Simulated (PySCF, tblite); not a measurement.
**C₃H₁₀F₂OSi₂: geometry, infrared bands and NMR shifts**

Wanted: the infrared bands and NMR shifts of C₃H₁₀F₂OSi₂ (`FCC[C@H]([SiH3])O[SiH2]F`), by calculation.

Computed with tblite 0.8.0 and PySCF 2.14.0, with density-fitted response routines of our own, on a single molecule in the gas phase. Atoms are numbered from 0 throughout.

## (1) The starting structure

18 atoms, charge 0, multiplicity 1; geometry from: force field or distance geometry start.

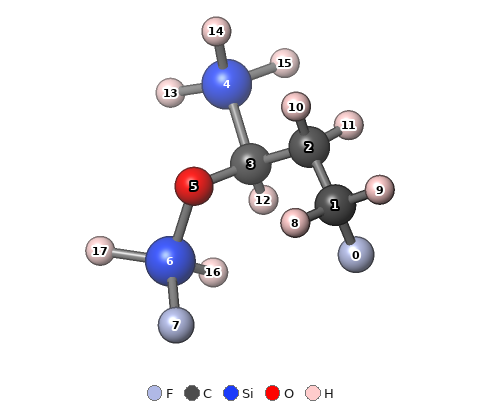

As it starts; fluorine light blue, carbon dark grey, silicon blue, oxygen red, hydrogen pink, atoms numbered.

## (2) Geometry optimisation with GFN2-xTB

What the job is given:

```
{"job": {"kind": "relax", "xc": "GFN2-xTB", "basis": "xTB"}, "charge": 0, "multiplicity": 1}
F      1.193500    -1.524700    -1.738100
C      1.735000    -1.231400    -0.512500
C      1.370200     0.143700    -0.098700
C     -0.113700     0.366700     0.003100
Si    -0.333500     2.147600     0.527800
O     -0.748300    -0.415300     0.971400
Si    -2.054300    -1.228900     0.206700
F     -1.850300    -2.903600     0.215300
H      1.387700    -1.939900     0.279300
H      2.850200    -1.327600    -0.601900
H      1.878700     0.373000     0.865000
H      1.755600     0.901300    -0.829100
H     -0.620300     0.238400    -0.937400
H     -1.727100     2.513800     0.670000
H      0.451100     2.427900     1.715200
H      0.232000     2.993500    -0.552400
H     -2.148400    -0.709600    -1.161400
H     -3.266600    -0.818700     0.966000
```

On the command line:

```sh
OMP_NUM_THREADS=1 python probes_run.py task.json out
```

One launch serves the whole session: the jobs run in the order shown.

**Question.** This job is followed by: GFN2-xTB harmonic vibrations, gas phase; GIAO PBE0/pcSseg-1 NMR shielding, non-relativistic, gas phase. Predict these results of the whole session: strongest single infrared mode (GFN2-xTB); zero-point energy (GFN2-xTB); 13C shifts against TMS (PBE0/pcSseg-1); 1H shifts against TMS (PBE0/pcSseg-1, means over atoms taken as alike); 19F shifts against CFCl3 (PBE0/pcSseg-1); 29Si shifts against TMS (PBE0/pcSseg-1); 17O shifts against H2O (PBE0/pcSseg-1).

The runs gave:

| quantity | value |
| --- | --- |
| strongest single infrared mode (GFN2-xTB) | 774 cm⁻¹, 345 km/mol |
| zero-point energy (GFN2-xTB) | 76.8 kcal/mol |
| 13C shifts against TMS (PBE0/pcSseg-1) | 82.9, 63.7, 40.3 ppm |
| 1H shifts against TMS (PBE0/pcSseg-1, means over atoms taken as alike) | 5.06, 4.99, 4.99, 4.71, 4.61, 3.96, 2.06, 1.82 ppm |
| 19F shifts against CFCl3 (PBE0/pcSseg-1) | -160.4, -256.6 ppm |
| 29Si shifts against TMS (PBE0/pcSseg-1) | -28.4, -63.0 ppm |
| 17O shifts against H2O (PBE0/pcSseg-1) | 74.5 ppm |

**Reading.** Over 135 steps the energy fell by 1.090 eV; of the close pairs, O5–Si6 changed most, 1.718 to 1.600 Å. All 48 modes are real, so the xTB geometry is a minimum. Unscaled tight-binding wavenumbers are off by several per cent, some by more. Its intensities can rank the bands wrongly. The most deshielded carbon is C1 (sp3 CH2 bonded to F), at 82.9 ppm: pulled downfield by the heteroatom. At PBE0/pcSseg-1: Shielding is most anisotropic at F7 (span 161 ppm, paramagnetic term -141 ppm).
